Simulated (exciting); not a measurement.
Consider ZnGeO3, space group R-3.

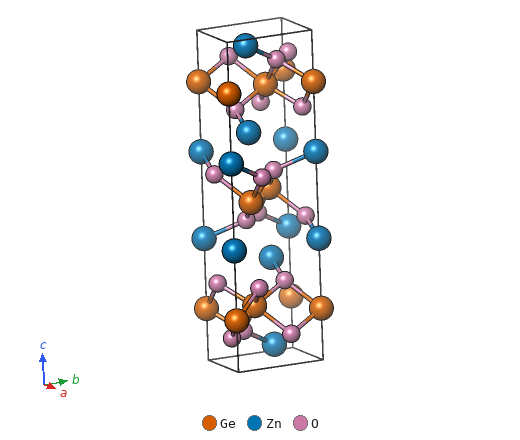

The structure (germanium orange, zinc blue, oxygen pink). Bonds to atoms that aren't drawn are left out. Some periodic images of atoms are drawn too.

```cif
data_structure
_symmetry_space_group_name_H-M 'P 1'
_symmetry_Int_Tables_number 1
_cell_length_a 5.5246
_cell_length_b 5.5246
_cell_length_c 5.5246
_cell_angle_alpha 54.340
_cell_angle_beta 54.340
_cell_angle_gamma 54.340
_cell_volume 103.49
loop_
_atom_site_label
_atom_site_type_symbol
_atom_site_fract_x
_atom_site_fract_y
_atom_site_fract_z
_atom_site_occupancy
Ge1 Ge 0.84365 0.84365 0.84365 1
Ge2 Ge 0.15635 0.15635 0.15635 1
Zn3 Zn 0.63163 0.63163 0.63163 1
Zn4 Zn 0.36837 0.36837 0.36837 1
O5 O 0.21418 0.95363 0.56093 1
O6 O 0.56093 0.21418 0.95363 1
O7 O 0.95363 0.56093 0.21418 1
O8 O 0.43907 0.78582 0.04637 1
O9 O 0.78582 0.04637 0.43907 1
O10 O 0.04637 0.43907 0.78582 1
```

Absorber: atom 5, with 1 Ge at 1.90 Å, 1 Ge at 1.96 Å, 1 Zn at 2.02 Å and 1 Zn at 2.34 Å (4-fold, site symmetry 1). Method: exciting, all-electron LAPW+lo, LDA, exchange and screened direct term (singlet BSE), 3×3×3 shifted k points, 36 conduction bands, |G+q| up to 3 bohr⁻¹, full RPA screening with nempty = 66, Lorentzian half width 0.45 eV.

Question: Predict the O K near-edge structure at this level.

Bound core exciton? Undecided on this mesh: the first bright state (over 5 % of the brightest) lies at 0.65 eV from the Kohn–Sham onset and at 0.01 eV from the lowest bare transition of its own mesh; weaker or dark states reach down to 0.01 eV. Maxima (height): 1.5 eV (1.00), 7.3 eV (0.73) and 12.4 eV (0.16).

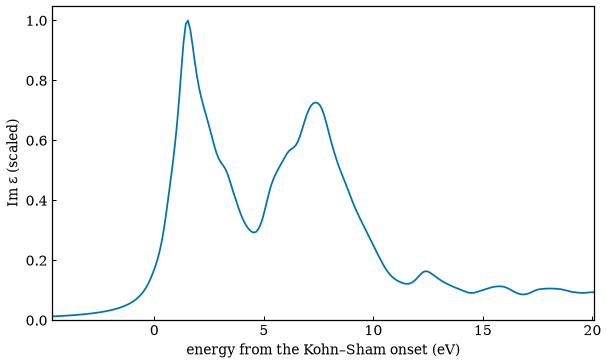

Energy from the Kohn–Sham onset, core level to the lowest empty state found on the meshes used; Im ε in relative units.

Binding energies aren't converged on 27 k points, and fine structure above the first lines is partly noise of the mesh. The kernel cutoff is low for a compact core orbital, so the effect of exchange is a lower bound. The zero comes from the unshifted 3×3×3 ground-state mesh; it is exact only where the band minimum lies on that mesh. The Kohn–Sham onset, 502 eV, is no photon energy: the scale needs a rigid shift. Bands and screening come from semilocal DFT, whose small gap overscreens. Vibrations and energy-dependent lifetimes are left out. The structure is a Materials Project entry, computed there, and may be a hypothetical form.

[Banner, clock and machine lines of the logs are left out without a mark of their own.]

[Logs are printed without paths, hosts, clocks, repeated set-up lines and the standing remarks that a program may print on its own settings, such as how far it seeks lower states.]

[Hosts, paths, dates, database ids (printed as entryN), source tags and the programs' standing remarks are cut or masked in the printed files.]
